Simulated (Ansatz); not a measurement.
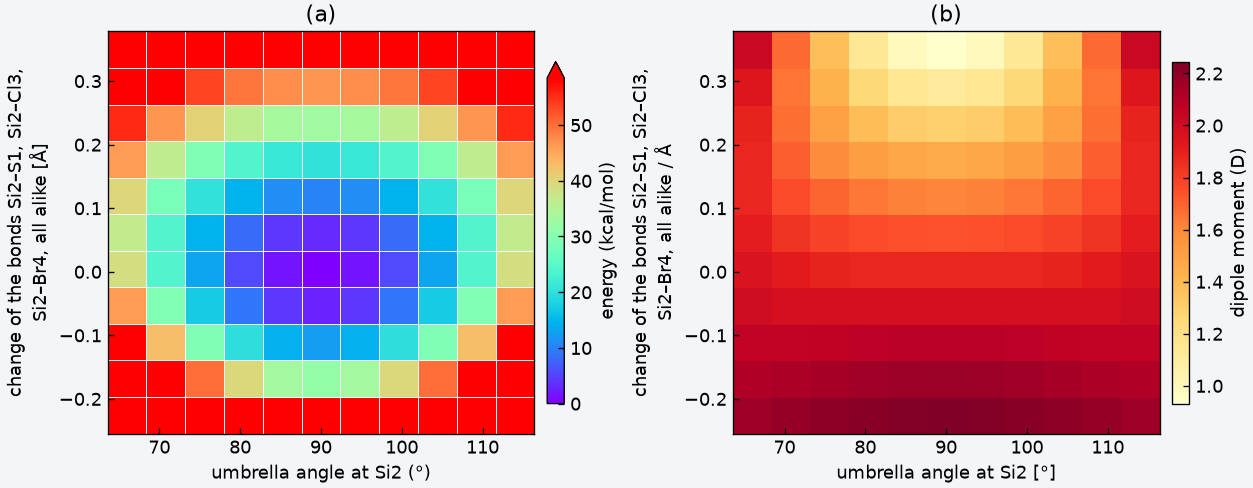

BrClSSi, SMILES S=[Si](Cl)Br. Coordinates scanned: (1) umbrella angle at Si2 (between each of its bonds and their common axis; 90 is planar); (2) change of the bonds Si2–S1, Si2–Cl3, Si2–Br4, all alike. Nothing is relaxed (all other coordinates rigid). The grid has 11 × 11 points; 66 points were computed and 55 follow by symmetry. Points are written as (first, second). Energies are in kcal/mol, from the lowest grid point. Method: RKS CAM-B3LYP-D4/def2-SVP in Ansatz 0.2.0.

Panel (a) is the energy and panel (b) the computed dipole moment on the same grid.

Drawn: one coloured cell a grid point, one colour for all values above the top of the scale.

How does the dipole moment vary over the map, and what is it at the lowest grid point?

Answer. Leaving out the highest fifth of the energies, it runs from 0.93 D at (90.0°, 0.349 Å) to 2.25 D at (90.0°, −0.226 Å). At the lowest grid point, (90.0°, 0.004 Å), it is 1.87 D.
